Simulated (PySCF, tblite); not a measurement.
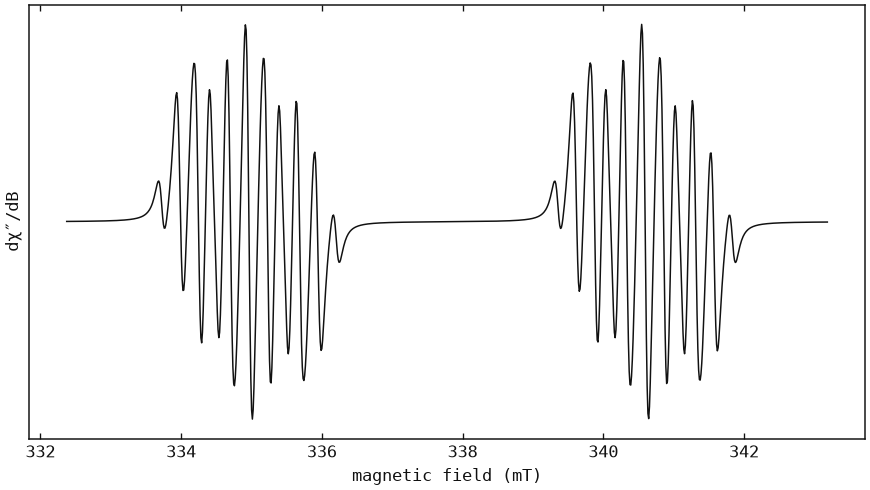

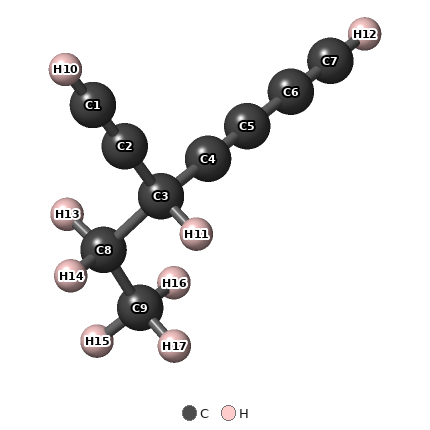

First-order isotropic EPR spectrum (fast tumbling, first derivative) of C₉H₈⁺, SMILES C#C[C@H](C#C[C]=[CH+])CC, doublet at 9.50 GHz, Lorentzian lines of 0.17 mT full width at half height, from computed g and hyperfine couplings (B3LYP/pcH-1 in PySCF, at a GFN2-xTB geometry (a minimum by its frequencies), gas phase); values of one conformer, averaged over methyl-type rotors alone; other conformers aren't averaged in; no vibrational averaging; dilute isotopes left out. The SMILES is one Lewis form and needn't show where the spin sits.

Question: Which couplings does the calculation give? The spectrum shows the sizes of those above the line width, not their signs.

Answer:
| nuclei | isotope | a (mT) | a (MHz) |
| --- | --- | --- | --- |
| H11 | ¹H | 5.63 | 158.4 |
| H12 | ¹H | −0.99 | −27.9 |
| H10 | ¹H | −0.46 | −12.9 |
| H13 | ¹H | 0.29 | 8.2 |
| H15, H16, H17 | ¹H | 0.25 | 7.0 |

Question: What is the g value, and how wide is the spectrum?

Answer: g_iso = 2.0095, which centres the spectrum at 337.8 mT; it spans 8.1 mT.

Note: the tight-binding geometry is rougher than a DFT one and adds to the error.
